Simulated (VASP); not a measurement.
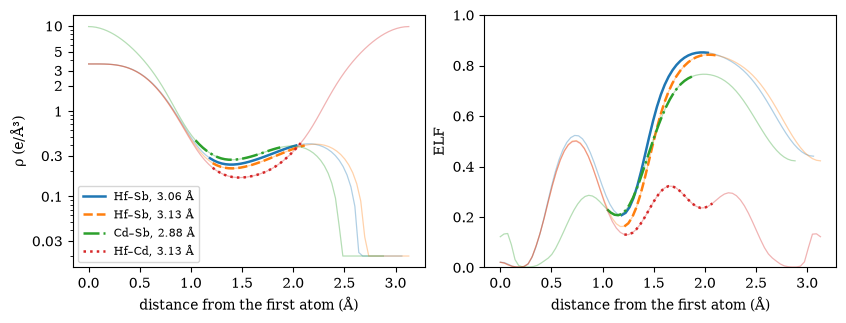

*Hf$_{2}$CdSb$_{3}$. Valence electron density and electron localisation function along straight lines between neighbouring atoms. Thin, pale parts lie inside the atomic spheres.*

Space group P-4m2; a generated structure, not necessarily the stable one; not relaxed (largest force 0.5 eV/Å); computed pressure about −5 GPa in this cell.

Theory: Kohn-Sham DFT of a periodic cell, r2SCAN, VASP PAW PBE potentials, recommended (VASP).

In a PAW calculation such maps are meaningful between the atoms, not at the nuclei.

```yaml
crystal:
  lattice:
    - [4.07406, 0.00000, 0.00000]
    - [0.00000, 4.07406, 0.00000]
    - [0.00000, 0.00000, 8.92882]
  atoms:
    - { symbol: Sb, position: [0.50000, 0.50000, 0.00000] }
    - { symbol: Sb, position: [0.00000, 0.50000, 0.38200] }
    - { symbol: Sb, position: [0.50000, 0.00000, 0.61800] }
    - { symbol: Cd, position: [0.00000, 0.00000, 0.00000] }
    - { symbol: Hf, position: [0.00000, 0.50000, 0.73400] }
    - { symbol: Hf, position: [0.50000, 0.00000, 0.26600] }
```

> Compare the contacts.

Hf–Sb (3.06 Å): the density is about 0.25 e/Å³ at the midpoint; the ELF is about 0.65 at the midpoint.
Hf–Sb (3.13 Å): ρ is about 0.23 e/Å³ halfway; the ELF is about 0.60 at the midpoint.
Cd–Sb (2.88 Å): ρ is about 0.27 e/Å³ halfway; the ELF is about 0.45 at the midpoint.
Hf–Cd (3.13 Å): the density is about 0.17 e/Å³ at the midpoint; the ELF is about 0.30 at the midpoint; no localised pair shows between them.
